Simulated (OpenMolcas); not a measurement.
# Multiconfigurational calculation: Co²⁺ complex (part 2 of 2)

The same run, continued: Co²⁺ with 4 ligands (Cl; tetrahedron, 2.34 Å), neutralised by 4 outer point charges of +0.5 e, whose field is part of the energies. Method: state-averaged CASSCF, active space 7 electrons in the shell 3d, basis ANO-RCC-VTZP on the metal and ANO-RCC-VDZP on the ligands, DKH2 scalar Hamiltonian, spin-orbit coupling by RASSI with atomic mean-field integrals (OpenMolcas).

**Output (extracts), continued**
```
--- RASSI ---
SPIN-FREE ENERGIES:
  (Shifted by EMIN (a.u.) =      -3236.3647890316)

 SF State       Relative EMIN(au)   Rel lowest level(eV)    D:o, cm**(-1)

     1             0.0000000000        0.0000000000              0.0000
     2             0.0094093052        0.2560402389           2065.1038
     3             0.0094093052        0.2560402389           2065.1038
     4             0.0094093052        0.2560402389           2065.1038
     5             0.0166497673        0.4530632498           3654.2015
     6             0.0166497673        0.4530632498           3654.2015
     7             0.0166497673        0.4530632498           3654.2015
    11             0.0889902960        2.4215493158          19531.1124
    12             0.0889902960        2.4215493158          19531.1124
    13             0.0895706564        2.4373417283          19658.4868
    14             0.0895706564        2.4373417283          19658.4868
    15             0.0895706564        2.4373417283          19658.4868
    16             0.0902722105        2.4564319858          19812.4601
     8             0.0926208985        2.5203430432          20327.9376
     9             0.0926208985        2.5203430432          20327.9376
    10             0.0926208985        2.5203430432          20327.9376
    17             0.0945109555        2.5717741147          20742.7571
    18             0.0945109555        2.5717741147          20742.7571
    19             0.0945109555        2.5717741147          20742.7571
    20             0.1142628508        3.1092505676          25077.7971
    21             0.1142628508        3.1092505676          25077.7971
    22             0.1142628508        3.1092505676          25077.7971
    23             0.1164159894        3.1678404534          25550.3564
    24             0.1164159894        3.1678404534          25550.3564
    25             0.1164159894        3.1678404534          25550.3564
    26             0.1203926674        3.2760513740          26423.1363
    27             0.1203926674        3.2760513740          26423.1363
    28             0.1224388404        3.3317305783          26872.2194
    29             0.1224388404        3.3317305783          26872.2194
    30             0.1224388404        3.3317305783          26872.2194
    31             0.1240293640        3.3750109309          27221.2990
    32             0.1240293640        3.3750109309          27221.2990
    33             0.1240293640        3.3750109309          27221.2990
    34             0.1311454042        3.5686482473          28783.0892
    35             0.1311454042        3.5686482473          28783.0892
    36             0.1311454042        3.5686482473          28783.0892
    37             0.1346230278        3.6632792061          29546.3394
    38             0.1346230278        3.6632792061          29546.3394
    39             0.1967335790        5.3533934057          43178.0297
    40             0.1990415558        5.4161966536          43684.5721
Eigenvalues of complex Hamiltonian:
   -----------------------------------
  (Shifted by EMIN (a.u.) =      -3236.3647890316)

 SO State       Relative EMIN(au)   Rel lowest level(eV)    D:o, cm**(-1)

     1            -0.0010586485        0.0000000000              0.0000
     2            -0.0010586485        0.0000000000              0.0000
     3            -0.0010586485        0.0000000000              0.0000
     4            -0.0010586485        0.0000000000              0.0000
     5             0.0075112127        0.2331978032           1880.8671
     6             0.0075112127        0.2331978032           1880.8671
     7             0.0075112127        0.2331978029           1880.8671
     8             0.0075112127        0.2331978029           1880.8671
     9             0.0083731365        0.2566519429           2070.0375
    10             0.0083731365        0.2566519429           2070.0375
    11             0.0098847720        0.2977856418           2401.8032
    12             0.0098847720        0.2977856418           2401.8032
    13             0.0098847720        0.2977856420           2401.8032
    14             0.0098847720        0.2977856420           2401.8032
    15             0.0101123692        0.3039788768           2451.7550
    16             0.0101123692        0.3039788768           2451.7550
    17             0.0138838920        0.4066072399           3279.5086
    18             0.0138838920        0.4066072399           3279.5086
    19             0.0161496591        0.4682619037           3776.7870
    20             0.0161496591        0.4682619037           3776.7870
    21             0.0161496591        0.4682619035           3776.7870
    22             0.0161496591        0.4682619035           3776.7870
    23             0.0185435641        0.5334033760           4302.1884
    24             0.0185435641        0.5334033760           4302.1884
    25             0.0193184384        0.5544887806           4472.2536
    26             0.0193184384        0.5544887806           4472.2536
    27             0.0193184384        0.5544887809           4472.2536
    28             0.0193184384        0.5544887809           4472.2536
    29             0.0873116615        2.4046786363          19395.0412
    30             0.0873116615        2.4046786363          19395.0412
    31             0.0874592206        2.4086939253          19427.4267
    32             0.0874592206        2.4086939253          19427.4267
    33             0.0874592206        2.4086939250          19427.4267
    34             0.0874592206        2.4086939250          19427.4267
    35             0.0907458578        2.4981278778          20148.7602
    36             0.0907458578        2.4981278778          20148.7602
    37             0.0907458578        2.4981278783          20148.7602
    38             0.0907458578        2.4981278783          20148.7602
    39             0.0912912055        2.5129675468          20268.4502
    40             0.0912912055        2.5129675468          20268.4502
    41             0.0913271189        2.5139447996          20276.3322
Weights of the five most important spin-orbit-free states for each spin-orbit state.

 SO State  Total energy (au)           Spin-free states, spin, and weights
 -------------------------------------------------------------------------------------------------------
    1        -0.001059       1 1.5  0.9146    4 1.5  0.0403    2 1.5  0.0291    3 1.5  0.0132    6 1.5  0.0005
    2        -0.001059       1 1.5  0.9146    2 1.5  0.0355    3 1.5  0.0248    4 1.5  0.0223   18 0.5  0.0006
    3        -0.001059       1 1.5  0.9146    4 1.5  0.0358    3 1.5  0.0270    2 1.5  0.0198   17 0.5  0.0008
    4        -0.001059       1 1.5  0.9146    3 1.5  0.0452    2 1.5  0.0257    4 1.5  0.0117    5 1.5  0.0006
    5         0.007511       4 1.5  0.4976    3 1.5  0.2618    2 1.5  0.1245    7 1.5  0.0449    6 1.5  0.0401
    6         0.007511       4 1.5  0.4972    3 1.5  0.2625    2 1.5  0.1241    7 1.5  0.0450    6 1.5  0.0401
    7         0.007511       2 1.5  0.4651    3 1.5  0.3267    4 1.5  0.0920    5 1.5  0.0472    6 1.5  0.0356
    8         0.007511       2 1.5  0.4647    3 1.5  0.3274    4 1.5  0.0916    5 1.5  0.0472    6 1.5  0.0356
    9         0.008373       4 1.5  0.3104    3 1.5  0.3104    2 1.5  0.3104    5 1.5  0.0226    6 1.5  0.0226
   10         0.008373       4 1.5  0.3104    3 1.5  0.3104    2 1.5  0.3104    5 1.5  0.0226    6 1.5  0.0226
   11         0.009885       4 1.5  0.4854    3 1.5  0.2540    2 1.5  0.0927    1 1.5  0.0813    7 1.5  0.0351
   12         0.009885       4 1.5  0.4818    3 1.5  0.2501    2 1.5  0.1002    1 1.5  0.0813    7 1.5  0.0351
```

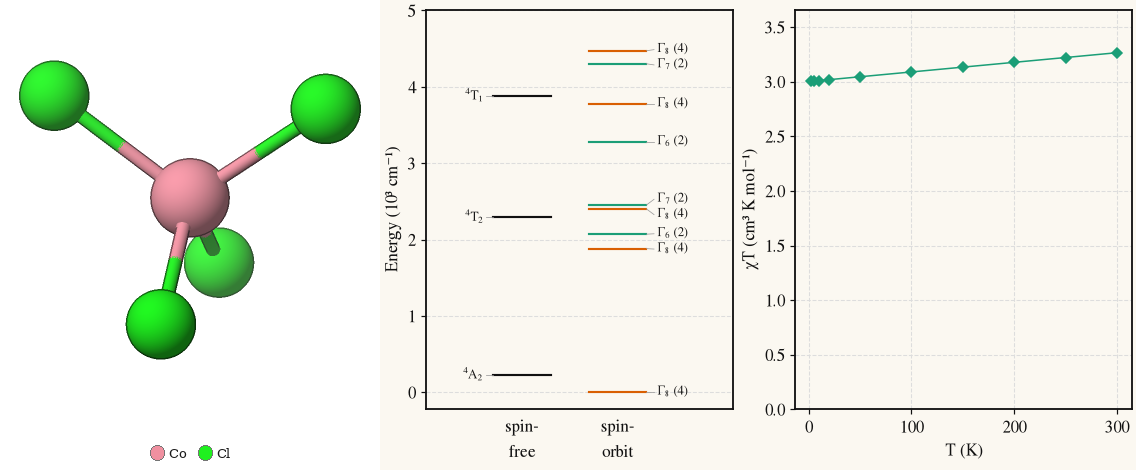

Co²⁺ (3d⁷) with 4 ligands, Cl⁻, at 2.34 Å (arrangement: tetrahedron, Td), neutralised by outer point charges of +0.5 e, and its levels and susceptibility. Labels give the representation in O, Td, D4 or D3 as the site allows (double group for half-integer spin) where it could be assigned and, in brackets, the degeneracy; spin-free states, where drawn, share the zero of the spin-orbit levels. Powder susceptibility by Van Vleck's formula. The ground level is Γ₈, 4-fold degenerate, 100 % from states of spin multiplicity 4. The next level lies at 1,880 cm⁻¹ (Γ₈). The lowest spin-free state is ⁴A₂, from the free-ion F term; of the same spin there follow at 2,070 cm⁻¹ (⁴T₂) and 3,650 cm⁻¹ (⁴T₁) above it. A ligand-field fit to the spin-free states gives |10Dq| = 2,100 cm⁻¹, B = 1,170 and C = 4,390 cm⁻¹ (rms misfit 90 cm⁻¹). χT is 3.00 cm³ K mol⁻¹ at 2 K and 3.27 at 300 K, an effective moment of 5.11 μB. The active orbitals hold 96 to 99 % metal character (Löwdin), and the Mulliken charge of the metal is +1.38.

**Summary**

- outcome: converged
- energy of the lowest spin-free term: −3236.36479 hartree
- energy of the lowest spin-orbit level: −3236.36585 hartree
- largest spread among components of a term: 0.0 cm⁻¹
- hardware: 1 thread of Arm Neoverse V1, 24 GiB of memory available, shared host
- wall time: 49 s
- peak memory: 0.2 GiB

**Remarks**

Without dynamic correlation the splittings between terms come out too large, often by 20 to 50 %. Caveats: distances are set from ionic radii, not optimised.
